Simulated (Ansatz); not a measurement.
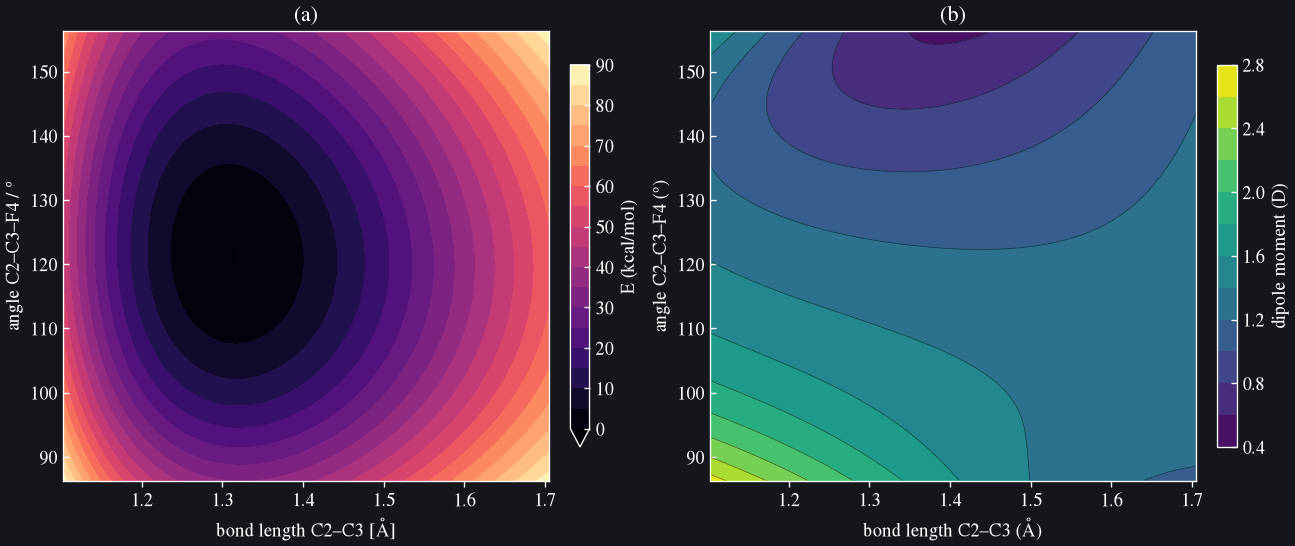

C2HFS, SMILES FC=C=S. 
- Coordinates scanned: (1) bond length C2–C3; (2) angle C2–C3–F4.
- Nothing is relaxed (all other coordinates rigid).
- The grid has 15 × 15 points.
- Points are written as (first, second).
- Energies: kcal/mol, counted from the lowest grid point.
- All numbers below come from RKS wB97X-V/def2-TZVP in Ansatz 0.2.0.

Panel (a) is the energy; panel (b) is the computed dipole moment, in D.

The picture shows filled contours. Between grid points the surface is interpolated.

How does the dipole moment vary over the map, and what is it at the lowest grid point?

Answer. Leaving out the highest fifth of the energies, it runs from 0.56 D at (1.404 Å, 156.3°) to 2.34 D at (1.188 Å, 86.3°). At the lowest grid point, (1.317 Å, 121.3°), it is 1.24 D.
